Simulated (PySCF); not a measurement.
```xyz
7

O     2.0847   -0.3983    1.1533
C     1.7323   -0.5884    0.0284
O     0.6446   -0.3906   -0.6089
Si   -0.8680    0.2476   -0.1968
H    -1.4279   -0.5890    0.8567
H    -1.4964    0.1003   -1.4989
H    -0.6660    1.6233    0.2393
```

Geometry: GFN2-xTB.

The calculation used UKS B3LYP, pcH-1 on C H O Si, non-relativistic, mean-field spin-orbit, GIAO in PySCF 2.14.0, density-fitted response routines.

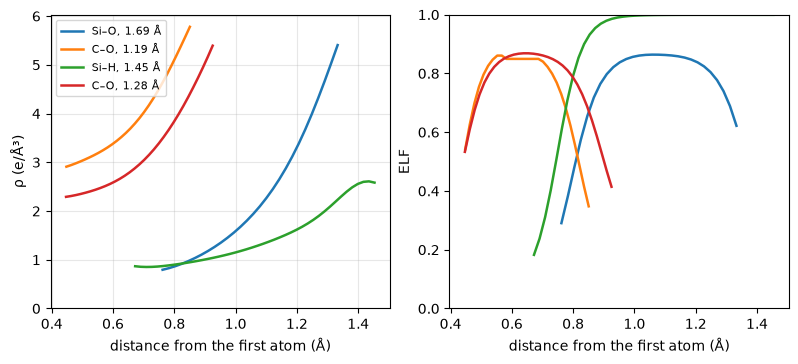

CH3O2Si (doublet). Total electron density and electron localisation function along straight lines between neighbouring atoms. The curves leave out the atomic cores.

What can be read from the curves?

Si–O (1.69 Å): ρ at the midpoint is about 0.97 e/Å³; the ELF peaks at about 0.85 between the atoms, as expected for a shared but strongly polarised pair.
C–O (1.19 Å): ρ at the midpoint is about 3.4 e/Å³; the ELF peaks at about 0.85 between the atoms (a multiple bond).
Si–H (1.45 Å): the density is about 0.85 e/Å³ at the midpoint; the ELF climbs to about 1 towards the hydrogen, as it does in any bond to H.
C–O (1.28 Å): ρ at the midpoint is about 2.7 e/Å³; the ELF peaks at about 0.85 between the atoms; a short, strongly polar bond.
